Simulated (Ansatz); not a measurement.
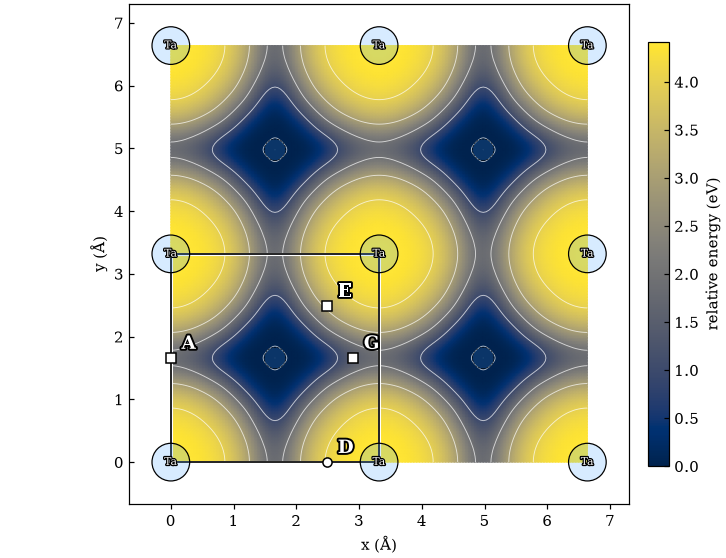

C on a Ta(100) slab cut from the Im-3m phase, its upper half relaxed before the scan (16 atoms of substrate and one adsorbate in a 2 × 2 cell). C is moved over the surface cell; relaxed at each place: the height of the adsorbate's atoms; substrate rigid; the origin of the map has the adsorbate above Ta13. Places are given modulo a cell vector. The map is drawn in real space over the plane of the surface. The scan uses an 8 × 8 grid; 15 points were computed and 49 follow by symmetry. Places are given in fractions of the 1 × 1 surface cell. Energies: eV, counted from the lowest grid point. All numbers below come from DFT PBE, scalar-relativistic, plane waves, PAW in Ansatz 0.2.0. Settings: cutoff 420 eV, k-mesh 4×4×1, gaussian smearing 0.1 eV, no spin polarisation.

The picture shows a smooth colour map with a few white contour lines, labelled circles for the atoms of the top layer and small ones for the second layer, the outline of one cell of the 2 × 2 shown, lettered points. Between grid points the surface is interpolated.

Question: Is D the lowest point of the computed grid?

Answer: No. D lies 4.05 eV above the lowest grid point, which is at a fourfold hollow over a second-layer Ta atom, (4/8, 4/8) of the cell vectors.

Question: Rank the lettered points by energy, lowest first.

Answer: G (1.49 eV), A (1.85 eV), E (3.16 eV), D (4.05 eV).

Question: What kind of point is each of A, E: minimum, saddle, maximum or slope?

Answer: A: saddle point; E: on a slope. (In these two coordinates alone; a stationary point may lie a little off the grid point.)

PAW datasets: the set soft_1.
